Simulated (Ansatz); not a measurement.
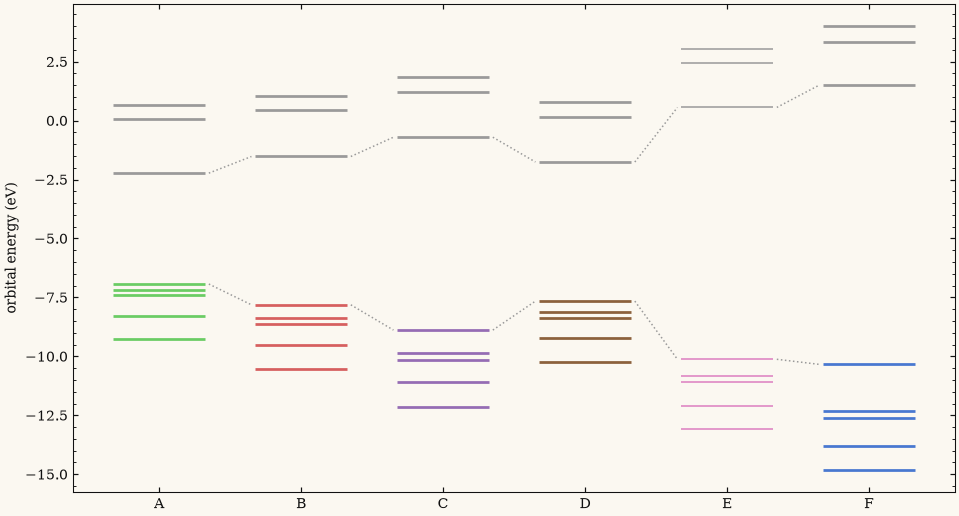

Frontier orbital energies of CH₄GeO₂, SMILES C[O][Ge][OH], singlet at one geometry, def2-TZVPP, the Ansatz code, at a PBE0-D4/def2-TZVP geometry (a minimum by its frequencies). Empty levels are grey, levels within 0.1 eV stand side by side; all columns show the same few orbitals around the gap. Dotted lines join the HOMOs and the LUMOs.

**The columns come from B3LYP, BHLYP, HF, PBE0, r2SCAN and ωB97X-V. Which is which?**

A: r2SCAN (HOMO −6.93, LUMO −2.23, separation 4.70 eV)
B: PBE0 (HOMO −7.81, LUMO −1.52, separation 6.29 eV)
C: BHLYP (HOMO −8.89, LUMO −0.71, separation 8.18 eV)
D: B3LYP (HOMO −7.66, LUMO −1.76, separation 5.90 eV)
E: ωB97X-V (HOMO −10.12, LUMO 0.56, separation 10.68 eV)
F: HF (HOMO −10.34, LUMO 1.51, separation 11.85 eV)

Caveats, for all or some of the runs: empty levels above zero depend strongly on the basis; no scalar relativity up to krypton; one conformer of a flexible molecule.
